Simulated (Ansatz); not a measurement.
```
atom    x (Å)    y (Å)    z (Å)
   O   1.0903   1.7028   0.8255
   C   1.3944   1.0543  -0.1484
   B   0.4962  -0.2001  -0.6070
   F   0.9430  -0.8906  -1.6402
  Si  -1.2190  -0.6774   0.3791
   H   2.3081   1.3262  -0.7284
   H  -1.9031  -1.8323  -0.2603
   H  -2.1324   0.4960   0.3755
   H  -0.8889  -1.0254   1.7872
```

Geometry: PBE0-D4/def2-TZVP.

Method: RKS PBE0-D4/def2-TZVPP (Ansatz 0.2.0).

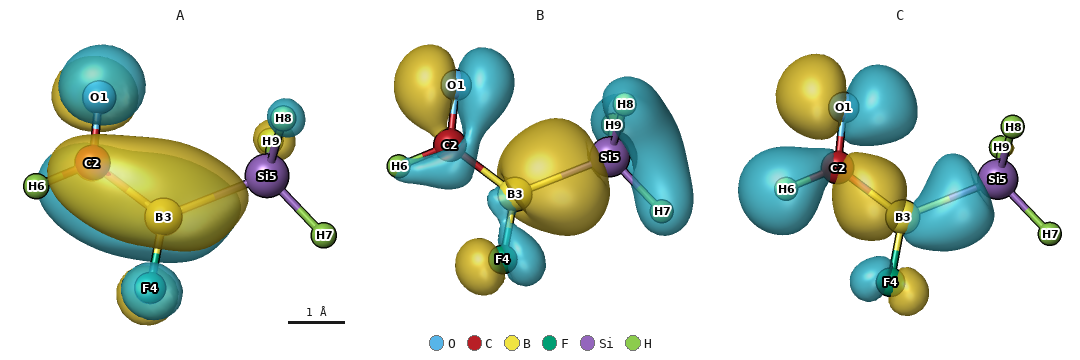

CH4BFOSi (SMILES O=CB(F)[SiH3]). Three frontier orbitals at ±0.1 Å⁻³ᐟ² (yellow and cyan are the two phases), in no order.

Question: Which picture is the HOMO−1, the HOMO and the LUMO?

Answer: B is the HOMO−1 (−9.23 eV). It lies mainly on Si5 (about 30 %), B3 (about 25 %), O1 (about 20 %) and F4 (about 10 %). C is the HOMO (−7.40 eV). It lies mainly on O1 (about 45 %), C2 (about 20 %), B3 (about 15 %), H6 (about 10 %) and Si5 (about 10 %). A is the LUMO (−3.09 eV). It lies mainly on B3 (about 35 %), C2 (about 25 %), O1 (about 20 %) and F4 (about 10 %).

Question: What is the HOMO–LUMO gap?

Answer: 4.31 eV between the orbital energies.
